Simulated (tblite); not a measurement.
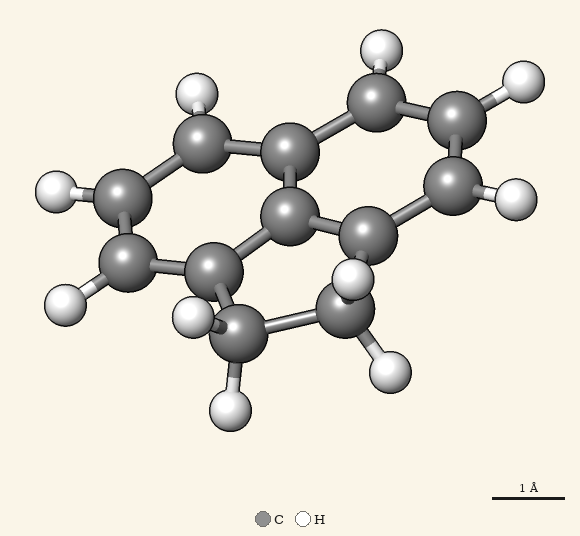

Starting structure of C12H10. The picture is a ball-and-stick view, seen from a free direction.

Computed with GFN2-xTB geometry optimisation, gas phase in tblite.

```xyz
22

C    -2.1816   -1.6502   -0.3036
C    -0.8964   -2.1782   -0.2859
C     0.1899   -1.3235   -0.1198
C    -0.0550    0.0324   -0.0111
C     1.1227    0.7088    0.1467
C     1.0873    2.0876    0.2731
C    -0.1519    2.7424    0.2603
C    -1.3465    2.0195    0.1213
C    -1.3139    0.6115   -0.0204
C    -2.4139   -0.2619   -0.1726
C     2.2958   -0.2235    0.1166
C     1.6453   -1.6237   -0.0608
H    -3.0467   -2.3121   -0.4123
H    -0.7333   -3.2535   -0.3768
H     2.0052    2.6677    0.3917
H    -0.1949    3.8222    0.3825
H    -2.3009    2.5465    0.1146
H    -3.4256    0.1214   -0.2009
H     2.9678    0.0099   -0.7113
H     2.8636   -0.1700    1.0641
H     1.9901   -2.0859   -0.9842
H     1.8825   -2.2681    0.7880
```

Where does the relaxation end?

Answer. The atom that moves furthest after the best rigid fit is H14 (0.056 Å). Largest moves by element: H 0.056 Å, C 0.045 Å. Among the contacts that change: C1–C10 1.414 → 1.372 Å, C4–C5 1.367 → 1.404 Å, C7–C8 1.403 → 1.372 Å, C2–C3 1.392 → 1.367 Å. Among the angles between lasting bonds that change: C4–C3–C12 111.6° → 108.7°, C4–C5–C11 111.4° → 108.7°, H21–C12–H22 109.9° → 107.3°. Over 17 geometry steps the energy falls by 0.190 eV. Cost: 0.2 s on 2 threads of Intel(R) Xeon(R) Platinum 8488C, with other jobs on the host.

The structure at the end:

```xyz
22

C    -2.1910   -1.6171   -0.2988
C    -0.9014   -2.1864   -0.2781
C     0.1767   -1.3601   -0.1283
C    -0.0434    0.0210   -0.0020
C     1.1523    0.7423    0.1450
C     1.0882    2.1010    0.2787
C    -0.1773    2.7221    0.2639
C    -1.3452    2.0175    0.1202
C    -1.3142    0.6130   -0.0197
C    -2.4062   -0.2681   -0.1755
C     2.3042   -0.2238    0.1201
C     1.6560   -1.6204   -0.0615
H    -3.0381   -2.2787   -0.4163
H    -0.7891   -3.2562   -0.3789
H     1.9768    2.7042    0.3956
H    -0.2185    3.7973    0.3710
H    -2.2951    2.5328    0.1136
H    -3.4115    0.1278   -0.1973
H     2.9875    0.0083   -0.6988
H     2.8771   -0.1678    1.0477
H     2.0058   -2.1069   -0.9739
H     1.8958   -2.2823    0.7727
```

The end point in the same view:

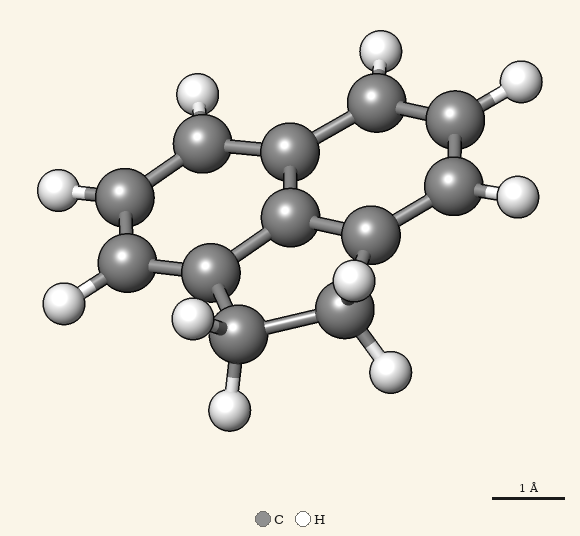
